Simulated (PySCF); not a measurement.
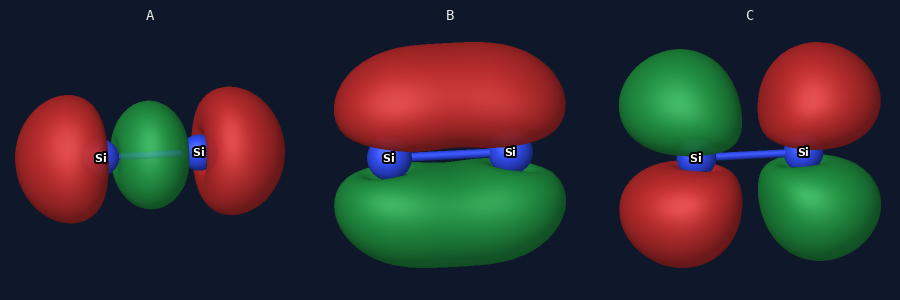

*Si2 (triplet). Three frontier α-spin orbitals, each drawn at the value that holds 80 % of its norm (green and red are the two phases), in no order; of a degenerate pair one member is drawn.*

Computed with PBE0/def2-TZVP, non-relativistic Hamiltonian with scalar-relativistic core potentials where named, at a bond length of 2.260 Å (PySCF 2.14.0).

Label each orbital by symmetry, say whether it is occupied, and order them by energy.

Orbital B: πu, occupied in this spin, −6.66 eV; with no node between the nuclei, bonding.
Orbital A: σg, occupied in this spin, −6.05 eV; with no node between the nuclei.
Orbital C: πg, empty in this spin, −2.27 eV; antibonding, with a node between the atoms.
